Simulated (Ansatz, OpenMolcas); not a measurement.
**How basis sets differ on SiH2 (SMILES [SiH2])**

SiH2: 3 atoms, total charge 0, spin state singlet. As SMILES, `[SiH2]`. The coordinates come from a PBE0-D4/def2-TZVP relaxation.

```jsonl
{"atom": "Si", "x (Å)": "-0.4912", "y (Å)": "0.4686", "z (Å)": "-0.2136"}
{"atom": "H", "x (Å)": "0.8403", "y (Å)": "0.5786", "z (Å)": "0.5225"}
{"atom": "H", "x (Å)": "-0.3491", "y (Å)": "-1.0472", "z (Å)": "-0.3089"}
```

Quantity: the electronic atomisation energy, in eV. The values are calculated. Electronic energies at fixed atoms, without zero-point motion or spin-orbit coupling.

```json
{"level": "B3LYP/3-21G", "kind": "global hybrid", "program": "Ansatz", "value (eV)": "6.16", "CPU time (all runs)": "1.7 s"}
{"level": "B3LYP/6-31G* (spherical functions)", "kind": "global hybrid", "program": "OpenMolcas", "value (eV)": "6.56", "CPU time (all runs)": "6.9 s"}
{"level": "B3LYP/6-31G* (Cartesian functions)", "kind": "global hybrid", "program": "OpenMolcas", "value (eV)": "6.55", "CPU time (all runs)": "9.4 s"}
{"level": "B3LYP/cc-pVDZ", "kind": "global hybrid", "program": "Ansatz", "value (eV)": "6.50", "CPU time (all runs)": "2.3 s"}
{"level": "B3LYP/aug-cc-pVTZ", "kind": "global hybrid", "program": "OpenMolcas", "value (eV)": "6.63", "CPU time (all runs)": "34 s"}
```

The values span 6.16 to 6.63 eV. Without the sets that lack polarisation functions the rows with a basis span only 6.50 to 6.63 eV. Times are those of the runs behind each value, whatever else they computed, on shared processors of several kinds: orders of magnitude only.

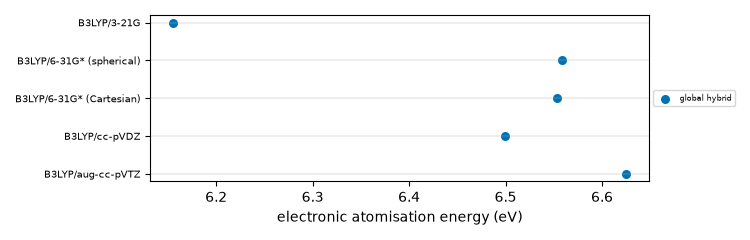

The values of the table, level by level.
